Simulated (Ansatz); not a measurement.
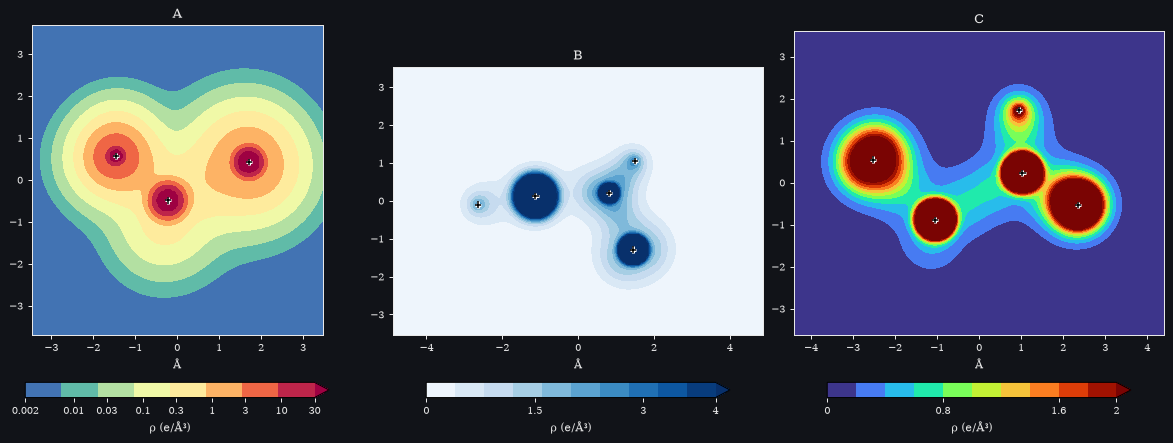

The electron density of 3 systems, each on a plane through atoms (crosses mark nuclei in the plane).

Method: Ansatz, RKS PBE0-D4/def2-TZVPP.

System 1: CH₂SZn, the molecular plane. Geometry: PBE0-D4/def2-TZVP.

```xyz
5

S    -1.3420   -0.9560   -1.0290
C    -0.3378   -0.7358    0.2251
Zn    0.6481    0.9278    0.0413
H    -0.3129   -1.4984    1.0070
H     1.3445    2.2625   -0.2444
```

System 2: H₄O₂SSi, the plane of atoms S3, Si1 and O6. The reactant side of a reaction path; geometry: PBE0-D4/def2-TZVP.

```xyz
8

Si    0.3363    0.0756   -0.0618
H     1.5098   -0.3780   -0.8340
S    -1.4294   -0.9313   -0.7260
H    -0.8350   -2.1357   -0.7677
O     0.0191    1.6738   -0.2200
O     0.7216   -0.2243    1.4914
H    -0.3742    1.9775   -1.0393
H     0.0518   -0.0575    2.1575
```

System 3: ClH₃OSi₂, the plane of atoms Si2, Si3 and Cl4. Geometry: PBE0-D4/def2-TZVP.

```csv
atom,x (Å),y (Å),z (Å)
O,-1.8323,1.1281,-1.4237
Si,-0.5455,1.1098,-0.6135
Si,0.2578,-0.8701,0.3750
Cl,2.0068,-0.4085,1.3549
H,0.3013,2.3183,-0.3801
H,0.5374,-1.8868,-0.6664
H,-0.7255,-1.3908,1.3539
```

### Match each panel to its system.

Panel A is system 2, H₄O₂SSi: the plane holds Si, S and O. Si–O (1.63 Å): the density is about 1.2 e/Å³ at the midpoint. Panel B is system 1, CH₂SZn: the plane holds S, C, Zn and H. C–S (1.62 Å): ρ at the midpoint is about 1.7 e/Å³. Panel C is system 3, ClH₃OSi₂: the plane holds O, Si, Cl and H. Si–O (1.52 Å): ρ at the midpoint is about 1.5 e/Å³.
